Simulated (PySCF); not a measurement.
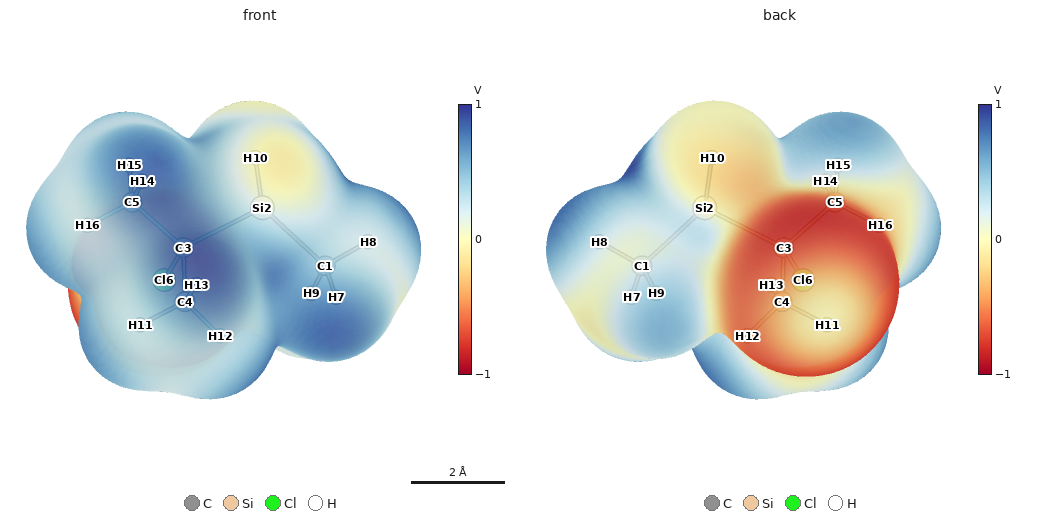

Figure. C$_{4}$H$_{10}$ClSi (SMILES C[SiH]C(C)(C)Cl) (doublet). The electrostatic potential painted on the density surface at 0.002 e/bohr³, seen from the front and from behind; the colour scale runs from red (negative) to blue (positive).

Geometry: GFN2-xTB.

All numbers below come from PySCF, UKS B3LYP, pcH-1 on C Cl H Si, non-relativistic, mean-field spin-orbit, GIAO.

```xyz
16

C     2.4259   -0.5130    0.5298
Si    0.9976    0.6697    0.9284
C    -0.5884    0.2198   -0.0559
C    -1.0110   -1.2305    0.0877
C    -1.7428    1.1602    0.2350
Cl   -0.1309    0.4698   -1.8177
H     2.2401   -1.5224    0.8857
H     3.3452   -0.1654    0.9906
H     2.5903   -0.5618   -0.5452
H     1.3214    2.0781    0.6898
H    -1.8663   -1.4509   -0.5506
H    -0.2003   -1.9022   -0.1848
H    -1.2926   -1.4256    1.1213
H    -2.0440    1.0531    1.2756
H    -1.4521    2.1944    0.0659
H    -2.5995    0.9356   -0.3997
```

**Where is the surface potential most negative and most positive?**

The most negative region (about −0.8 V) lies over Cl6, the most positive (about +0.9 V) over Si2, H7, H13 and H14.
